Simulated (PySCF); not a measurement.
**C₄H₈OSi: electronic excitations and core binding energies**

Aim: predict the electronic excitations and core binding energies of C₄H₈OSi (`CC(=O)[SiH]1CC1`).

Programs: PySCF 2.14.0, with density-fitted response routines of our own. Each step states its level of theory. These are calculated values for one molecule in the gas phase, unless marked as measured. Atoms are numbered from 0 throughout.

## (1) The molecule as given

14 atoms, charge 0, multiplicity 1; geometry from: GFN2-xTB.

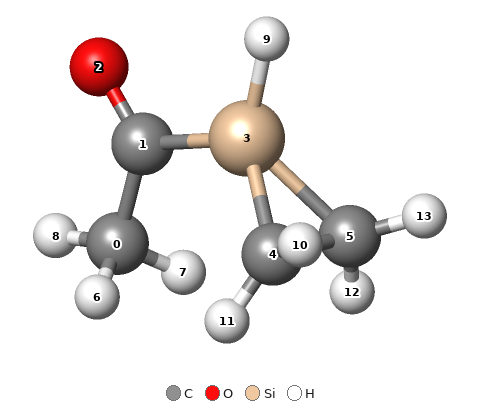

As it starts; carbon grey, oxygen red, silicon light orange, hydrogen white, atoms numbered; sticks join atoms by distance.

## (2) Excited states and response: B3LYP/def2-SVPD

The job: settings as JSON, then the geometry in Å.

```
{"job": {"kind": "uv", "xc": "B3LYP", "basis": "def2-SVPD", "nstates": 8, "ntriplets": 3}, "charge": 0, "multiplicity": 1}
C      1.960482     0.086657    -0.257511
C      1.399007     0.129240     1.138047
O      2.103210     0.228679     2.119746
Si    -0.481966     0.017714     1.372023
C     -1.604261     0.657768    -0.011266
C     -1.506498    -0.864524     0.047746
H      1.529859     0.894294    -0.845843
H      1.681245    -0.854914    -0.726532
H      3.044212     0.180375    -0.238700
H     -0.927347     0.045054     2.751636
H     -2.564412     1.075983     0.251148
H     -1.193968     1.130963    -0.892030
H     -1.032955    -1.347491    -0.795419
H     -2.407286    -1.380269     0.344813
```

With the program's defaults for keys left out, this is: TDDFT B3LYP/def2-SVPD, vertical, gas phase, core orbitals frozen in the response.

On the command line:

```console
$ OMP_NUM_THREADS=1 python probes_run.py task.json out
```

One launch serves the whole session: the jobs run in the order shown.

Output:

```text
coarse grid: 12016 points
cycle   1  E = -521.4384957153  dE =  6.578e-01  |g| = 8.427e-01  |ddm| = 5.237e+00
cycle   2  E = -520.8744590547  dE =  5.640e-01  |g| = 1.837e+00  |ddm| = 2.756e+00
cycle   3  E = -521.5828935474  dE = -7.084e-01  |g| = 2.417e-01  |ddm| = 1.976e+00
cycle   4  E = -521.5952471423  dE = -1.235e-02  |g| = 9.916e-02  |ddm| = 3.561e-01
cycle   5  E = -521.5976117764  dE = -2.365e-03  |g| = 2.953e-02  |ddm| = 1.379e-01
cycle   6  E = -521.5978676842  dE = -2.559e-04  |g| = 5.803e-03  |ddm| = 4.339e-02
cycle   7  E = -521.5978761955  dE = -8.511e-06  |g| = 1.299e-03  |ddm| = 1.000e-02
final grid: 110944 points
cycle   8  E = -521.6836475095  dE = -3.008e-05  |g| = 7.032e-03  |ddm| = 1.073e-01
cycle   9  E = -521.6836154809  dE =  3.203e-05  |g| = 1.399e-02  |ddm| = 2.070e-02
cycle  10  E = -521.6836582672  dE = -4.279e-05  |g| = 2.025e-03  |ddm| = 1.279e-02
cycle  11  E = -521.6836591281  dE = -8.609e-07  |g| = 2.223e-04  |ddm| = 2.146e-03
cycle  12  E = -521.6836591393  dE = -1.112e-08  |g| = 1.465e-04  |ddm| = 5.673e-04
cycle  13  E = -521.6836591456  dE = -6.386e-09  |g| = 2.301e-05  |ddm| = 1.986e-04
cycle  14  E = -521.6836591458  dE = -1.596e-10  |g| = 4.711e-06  |ddm| = 5.512e-05
converged SCF energy = -521.6836591458

Static polarisability (au): isotropic 80.167, principal 62.635 76.846 101.019

Singlet excitations
state   eV       nm        f      main configurations
  1   3.5410    350.1   0.00057   H->L 0.98
  2   4.8071    257.9   0.15102   H-1->L 0.95
  3   6.1912    200.3   0.00093   H->L+2 0.60, H-2->L 0.33
  4   6.2339    198.9   0.00031   H-1->L+1 0.35, H-2->L 0.32, H->L+2 0.25
  5   6.2528    198.3   0.00253   H-1->L+1 0.57, H-2->L 0.31, H->L+2 0.08
  6   6.2562    198.2   0.01581   H->L+1 0.91
  7   6.4813    191.3   0.02706   H->L+3 0.82, H-1->L+2 0.12
  8   6.6325    186.9   0.08616   H-1->L+2 0.82, H->L+3 0.10

Triplet excitations (Tamm-Dancoff, eV): 2.9248 3.8143 5.7743
```

Run time: 53 s. Hardware: 1 thread of Arm Neoverse N1, shared host; peak memory 0.72 GiB.

The orbitals next to the gap, with their largest atomic shares:

| orbital | eV | atoms |
| --- | --- | --- |
| HOMO−3 | -10.16 | C4 25 %, C5 24 %, H10 10 % |
| HOMO−2 | -8.77 | C5 30 %, C4 30 %, Si3 15 % |
| HOMO−1 | -6.91 | Si3 29 %, C4 25 %, C5 24 % |
| HOMO | -6.77 | O2 53 %, C1 16 %, C0 10 % |
| LUMO | -1.60 | C1 34 %, O2 31 %, Si3 11 % |
| LUMO+1 | 0.27 | C0 16 %, Si3 13 %, C5 11 % |
| LUMO+2 | 0.45 | Si3 22 %, H9 12 %, C1 10 % |

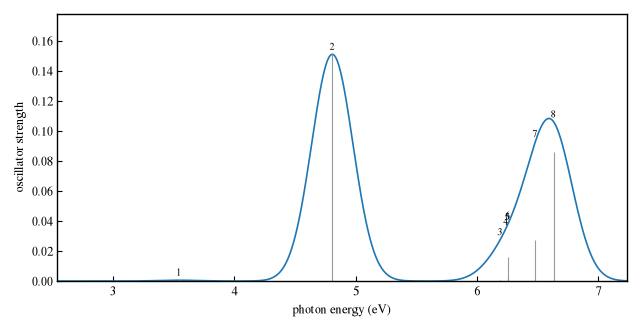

Absorption spectrum from the 8 singlet states computed; above the last one it falls off for lack of states. Lines are broadened to a width of 0.40 eV (Gaussian).

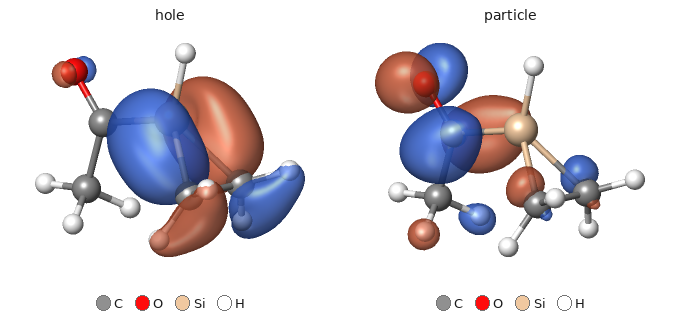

Leading natural transition orbitals of singlet state 2: the electron leaves the hole (left) for the particle orbital (right).

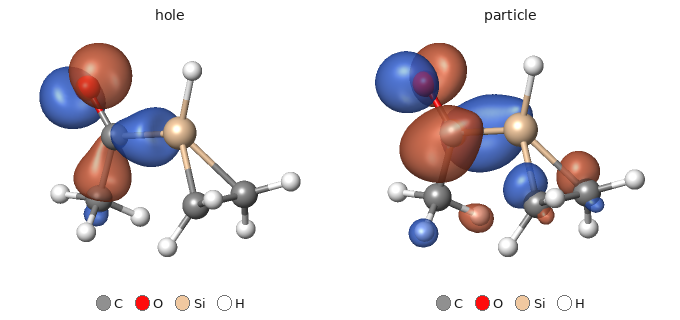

Leading natural transition orbitals of singlet state 1: the electron leaves the hole (left) for the particle orbital (right).

Further results of this job:

| property | computed |
| --- | --- |
| dipole moment (D) | 2.87 |
| polarisability (Å³) | 11.88 |
| HOMO–LUMO gap (eV) | 5.17 |
| −ε(HOMO) (eV) | 6.77 |

Orbitals, density, ELF and potential are computed afterwards from the orbital file.

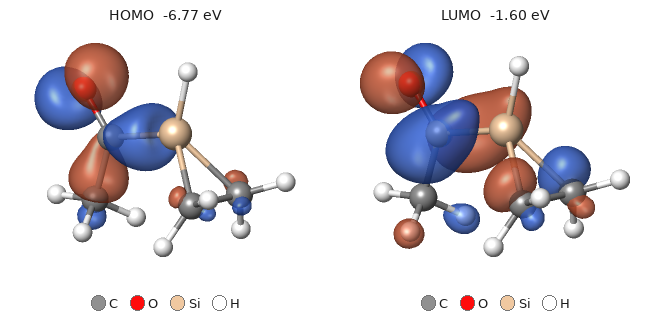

B3LYP/def2-SVPD orbitals near the gap, drawn at the value that encloses 70 % of each; the two colours are the two signs.

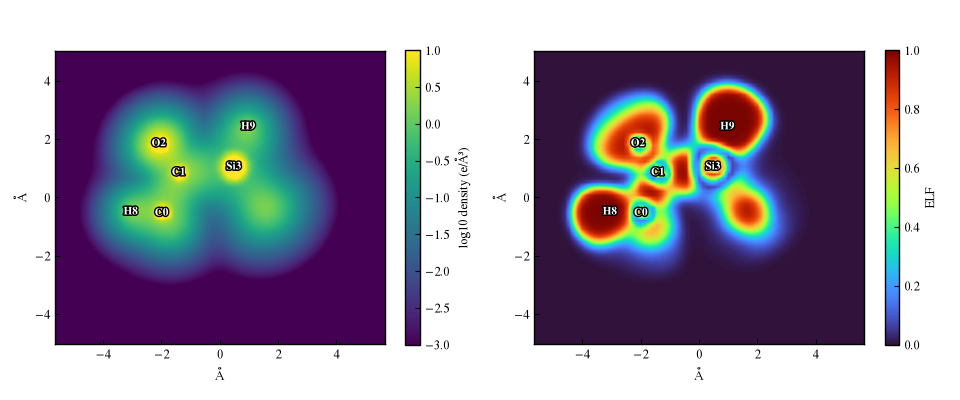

Density (left) and ELF (right) in a plane through or near 6 of the atoms.

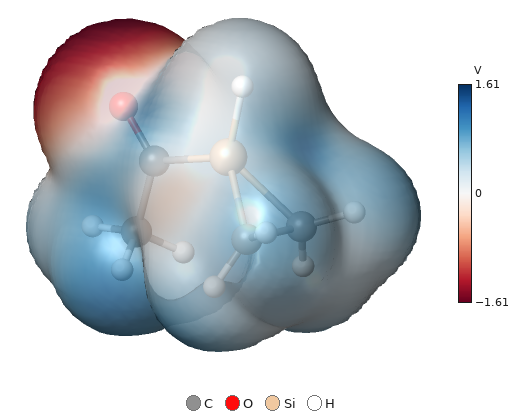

The potential that a unit positive charge feels on the 0.002 e/bohr³ surface, from -1.61 V near O2 to 1.08 V near H7.

## (3) Core holes by ΔSCF: SCAN, X2C

Settings changed since step 2:

```diff
@@ -1,2 +1,2 @@
-{"job": {"kind": "uv", "xc": "B3LYP", "basis": "def2-SVPD", "nstates": 8, "ntriplets": 3}, "charge": 0, "multiplicity": 1}
+{"job": {"kind": "xps"}, "charge": 0, "multiplicity": 1}
 C      1.960482     0.086657    -0.257511
```

With the program's defaults for keys left out, this is: delta-SCF UKS SCAN, pcX-2 on the ionised atom, pcseg-1 elsewhere, spin-free X2C.

Output:

```text
ground state, core basis on atom 0 (C), 159 functions
  cycle   1  E = -522.26090778  |g| = 8.10e-01
  cycle   2  E = -521.68096753  |g| = 1.78e+00
  cycle   3  E = -522.38489024  |g| = 3.45e-01
  cycle   4  E = -522.41005269  |g| = 1.05e-01
  cycle   5  E = -522.41241730  |g| = 5.43e-02
  cycle   6  E = -522.41337705  |g| = 8.98e-03
  cycle   7  E = -522.41339945  |g| = 2.56e-03
  cycle   8  E = -522.41340131  |g| = 6.87e-04
  cycle   9  E = -522.41340178  |g| = 1.06e-04
  E(ground) = -522.45700414 Eh
hole in C 1s of atom 0
  cycle   1  E = -511.16064807  |g| = 1.51e+00
  cycle   2  E = -510.25952306  |g| = 1.95e+00
  cycle   3  E = -511.54684947  |g| = 6.31e-01
  cycle   4  E = -511.58670956  |g| = 5.80e-01
  cycle   5  E = -511.70765847  |g| = 1.54e-01
  cycle   6  E = -511.71810406  |g| = 8.95e-02
  cycle   7  E = -511.72311230  |g| = 1.19e-02
  cycle   8  E = -511.72319033  |g| = 5.76e-03
  cycle   9  E = -511.72321295  |g| = 1.67e-03
  cycle  10  E = -511.72321413  |g| = 7.53e-04
  cycle  11  E = -511.72321512  |g| = 3.01e-04
  E(ion) = -511.76546650 Eh   <S^2> = 0.7668   hole on atom = 1.000   binding energy = 290.932 eV
ground state, core basis on atom 1 (C), 159 functions
  cycle   1  E = -522.41973058  |g| = 5.88e-02
  cycle   2  E = -522.41970215  |g| = 2.18e-02
  cycle   3  E = -522.41971812  |g| = 2.07e-02
  cycle   4  E = -522.41981378  |g| = 8.20e-03
  cycle   5  E = -522.41982807  |g| = 9.63e-04
  cycle   6  E = -522.41982813  |g| = 3.61e-04
  E(ground) = -522.46315647 Eh
hole in C 1s of atom 1
  cycle   1  E = -511.08746142  |g| = 1.51e+00
  cycle   2  E = -508.91724619  |g| = 2.36e+00
  cycle   3  E = -511.09420126  |g| = 9.84e-01
  cycle   4  E = -511.28338089  |g| = 8.38e-01
  cycle   5  E = -511.61424443  |g| = 2.78e-01
  cycle   6  E = -511.66244711  |g| = 7.38e-02
  cycle   7  E = -511.66415719  |g| = 3.85e-02
  cycle   8  E = -511.66505902  |g| = 1.79e-02
  cycle   9  E = -511.66533958  |g| = 4.02e-03
  cycle  10  E = -511.66535466  |g| = 3.57e-03
  cycle  11  E = -511.66536495  |g| = 1.69e-03
  cycle  12  E = -511.66536686  |g| = 4.55e-04
  E(ion) = -511.70667887 Eh   <S^2> = 0.8216   hole on atom = 1.000   binding energy = 292.699 eV
ground state, core basis on atom 2 (O), 159 functions
  cycle   1  E = -522.44203629  |g| = 9.59e-02
  cycle   2  E = -522.44071269  |g| = 8.76e-02
  cycle   3  E = -522.44063949  |g| = 9.04e-02
  cycle   4  E = -522.44224567  |g| = 7.31e-03
  cycle   5  E = -522.44226162  |g| = 9.44e-04
  cycle   6  E = -522.44225961  |g| = 5.11e-04
  cycle   7  E = -522.44226011  |g| = 8.19e-05
  E(ground) = -522.48365193 Eh
hole in O 1s of atom 2
  cycle   1  E = -501.84085028  |g| = 2.22e+00
  cycle   2  E = -500.52153368  |g| = 2.44e+00
  cycle   3  E = -502.18330559  |g| = 8.84e-01
  cycle   4  E = -502.19946598  |g| = 8.20e-01
  cycle   5  E = -502.65797062  |g| = 2.00e-01
  cycle   6  E = -502.68804816  |g| = 9.13e-02
  cycle   7  E = -502.69481443  |g| = 1.94e-02
  cycle   8  E = -502.69506614  |g| = 6.68e-03
  cycle   9  E = -502.69510448  |g| = 2.86e-03
  cycle  10  E = -502.69511635  |g| = 2.05e-03
  cycle  11  E = -502.69512585  |g| = 1.23e-03
  cycle  12  E = -502.69513002  |g| = 8.26e-04
  cycle  13  E = -502.69513370  |g| = 3.72e-04
  E(ion) = -502.73721242 Eh   <S^2> = 0.7832   hole on atom = 1.000   binding energy = 537.328 eV
ground state, core basis on atom 3 (Si), 170 functions
  cycle   1  E = -522.50977928  |g| = 2.93e-01
  cycle   2  E = -522.50444369  |g| = 1.76e-01
  cycle   3  E = -522.49248286  |g| = 2.95e-01
  cycle   4  E = -522.51070372  |g| = 1.33e-02
  cycle   5  E = -522.51072756  |g| = 3.58e-03
  cycle   6  E = -522.51072863  |g| = 1.33e-03
  cycle   7  E = -522.51073045  |g| = 8.21e-04
  cycle   8  E = -522.51072972  |g| = 2.24e-04
  E(ground) = -522.51229613 Eh
hole in Si 1s of atom 3
  cycle   1  E = -453.58607199  |g| = 4.35e+00
  cycle   2  E = -453.33530327  |g| = 2.33e+00
  cycle   3  E = -453.71052410  |g| = 1.32e+00
  cycle   4  E = -454.45867792  |g| = 7.03e-01
  cycle   5  E = -454.60021651  |g| = 3.36e-01
  cycle   6  E = -454.64882794  |g| = 1.21e-01
  cycle   7  E = -454.65608883  |g| = 4.84e-02
  cycle   8  E = -454.65743216  |g| = 9.23e-03
  cycle   9  E = -454.65748090  |g| = 3.20e-03
  cycle  10  E = -454.65748630  |g| = 5.25e-04
  cycle  11  E = -454.65748608  |g| = 2.23e-04
  E(ion) = -454.66662339 Eh   <S^2> = 0.7531   hole on atom = 1.000   binding energy = 1846.175 eV
hole in Si 2p of atom 3
  cycle   1  E = -518.24305045  |g| = 1.24e+00
  cycle   2  E = -517.84286052  |g| = 1.36e+00
  cycle   3  E = -518.38045982  |g| = 6.57e-01
  cycle   4  E = -518.55024448  |g| = 2.64e-01
  cycle   5  E = -518.57124108  |g| = 1.14e-01
  cycle   6  E = -518.57759522  |g| = 4.57e-02
  cycle   7  E = -518.57879432  |g| = 9.04e-03
  cycle   8  E = -518.57883416  |g| = 3.99e-03
  cycle   9  E = -518.57884250  |g| = 8.58e-04
  cycle  10  E = -518.57884385  |g| = 2.90e-04
  E(ion) = -518.59214207 Eh   <S^2> = 0.7544   hole on atom = 1.002   binding energy = 106.673 eV
  2p3/2 = 106.491 eV   2p1/2 = 107.115 eV
ground state, core basis on atom 4 (C), 159 functions
  cycle   1  E = -522.41573727  |g| = 6.15e-02
  cycle   2  E = -522.41557044  |g| = 3.49e-02
  cycle   3  E = -522.41565145  |g| = 3.12e-02
  cycle   4  E = -522.41592062  |g| = 1.05e-02
  cycle   5  E = -522.41595215  |g| = 3.14e-03
  cycle   6  E = -522.41595460  |g| = 5.78e-04
  cycle   7  E = -522.41595483  |g| = 1.67e-04
  E(ground) = -522.45922585 Eh
hole in C 1s of atom 4
  cycle   1  E = -511.16575622  |g| = 1.51e+00
  cycle   2  E = -509.95507519  |g| = 2.10e+00
  cycle   3  E = -511.55343991  |g| = 6.62e-01
  cycle   4  E = -511.54734630  |g| = 6.98e-01
  cycle   5  E = -511.74545843  |g| = 1.40e-01
  cycle   6  E = -511.75331169  |g| = 4.88e-02
  cycle   7  E = -511.75459536  |g| = 1.09e-02
  cycle   8  E = -511.75465163  |g| = 5.91e-03
  cycle   9  E = -511.75467246  |g| = 1.96e-03
  cycle  10  E = -511.75467584  |g| = 7.29e-04
  cycle  11  E = -511.75467690  |g| = 2.78e-04
  E(ion) = -511.79677125 Eh   <S^2> = 0.7715   hole on atom = 1.000   binding energy = 290.140 eV
```

Wall time 2.3 min (1 thread of Arm Neoverse N1, shared host); peak memory 0.63 GiB.

Binding energies by hole, beside the orbital energy of the ground state; the difference holds orbital relaxation and, for a density functional, its self-interaction error:

| hole | stands for | environment | ΔSCF (eV; 2p as the shell's mean) | −ε (eV) | ⟨S²⟩ |
| --- | --- | --- | --- | --- | --- |
| C1s on C0 | C0 | methyl carbon α to a carbonyl | 290.93 | 273.8 | 0.767 |
| C1s on C1 | C1 | carbonyl carbon | 292.70 | 276.0 | 0.822 |
| O1s on O2 | O2 | carbonyl oxygen | 537.33 | 516.6 | 0.783 |
| Si1s on Si3 | Si3 | silicon bonded to 3 C, H, in a 3-membered ring | 1846.17 | 1793.3 | 0.753 |
| Si2p on Si3 | Si3 | silicon bonded to 3 C, H, in a 3-membered ring | 106.70 | 96.2 | 0.754 |
| C1s on C4 | C4, C5 | three-membered-ring carbon | 290.14 | 273.8 | 0.772 |

Each hole run stands for the others of its class of like atoms.

With the spin-orbit splitting: Si3 2p3/2 106.49, 2p1/2 107.11 eV. The table gives each 2p level as the mean over the whole 2p shell (two parts 2p3/2, one part 2p1/2), which differs a little from the single hole in the log.

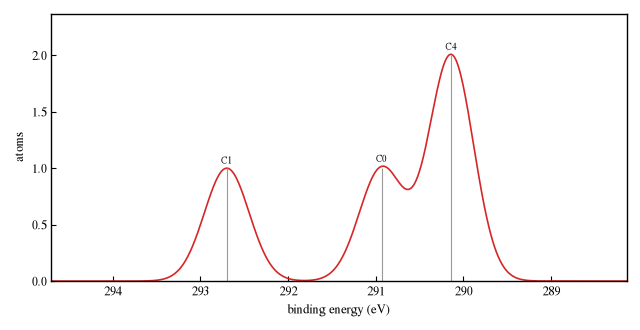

The C1s photoelectron lines, weighted by the number of atoms. Lines are broadened to a width of 0.60 eV (Gaussian).

## (4) What came out

| quantity | value |
| --- | --- |
| lowest singlet (B3LYP/def2-SVPD) | 3.54 eV (350 nm), f = 0.001 |
| brightest single state of those computed | state 2, 4.81 eV, f = 0.151 |
| lowest triplet | 2.92 eV |
| surface potential, least and greatest | -1.61 V and 1.08 V |
| C1s binding energies, SCAN/pcX-2 | C1 292.70, C0 290.93, C4 290.14 eV |
| O1s binding energies, SCAN/pcX-2 | O2 537.33 eV |
| Si1s binding energies, SCAN/pcX-2 | Si3 1846.17 eV |
| Si2p binding energies, SCAN/pcX-2 | Si3 106.70 eV |

What this shows: The lowest singlet, at 3.54 eV, is HOMO→LUMO 0.98 and is dark; of the 8 states computed, the strongest absorption comes from state 2 at 4.81 eV (the last state computed is bright too, and its partners may lie past the list). The lowest triplet lies 0.62 eV below the lowest singlet (triplets in Tamm-Dancoff, singlets in full TDDFT). At B3LYP/def2-SVPD, counted by nearest atom on the grid, the HOMO lies on O2 55 %; C1 13 %, the LUMO on C1 40 %; O2 27 %. C1 (carbonyl carbon) binds its C1s electron 2.56 eV more tightly than C4 (three-membered-ring carbon).
